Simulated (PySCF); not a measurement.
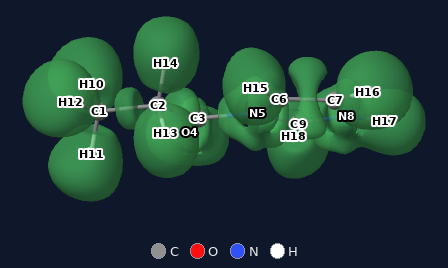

*C$_{6}$H$_{9}$N$_{2}$O (charge +1). Isosurface of the electron localisation function at 0.75 (green), seen from one side. Only the valence region is drawn (cores and ρ < 0.01 e/Å³ removed).*

Geometry: GFN2-xTB, NEB image 0 of 0 to 8.

Method: PBE0/pcSseg-1, SCF density, gas phase, non-relativistic in PySCF 2.14.0.

```
atom    x (Å)    y (Å)    z (Å)
   C  -3.0419   0.1064  -0.0927
   C  -1.5817   0.5480  -0.0349
   C  -0.6753  -0.6268  -0.0419
   O  -0.9398  -1.7798  -0.0854
   N   0.7688  -0.2827   0.0145
   C   1.3784   0.9430   0.0701
   C   2.7198   0.7247   0.1070
   N   2.9025  -0.6278   0.0735
   C   1.7206  -1.2196   0.0178
   H  -3.2314  -0.4662  -0.9961
   H  -3.2856  -0.5176   0.7624
   H  -3.6932   0.9746  -0.0876
   H  -1.3994   1.1321   0.8721
   H  -1.3457   1.1843  -0.8931
   H   0.8394   1.8678   0.0793
   H   3.5315   1.4225   0.1537
   H   3.7983  -1.1002   0.0889
   H   1.5257  -2.2765  -0.0192
```

Where are the electrons localised?

Answer. The ELF exceeds this value in three regions between bonded C–C atoms (shared pairs), nine regions around hydrogen nuclei, one region on N in which the atom's valence shell and bonds are merged and one region on O in which the atom's valence shell and bonds are merged. Profiles from the grid: C–O (1.18 Å): the ELF peaks at about 0.85 between the atoms (a multiple bond). C–N (1.32 Å): the ELF peaks at about 0.90 between the atoms, as expected for a covalent bond.
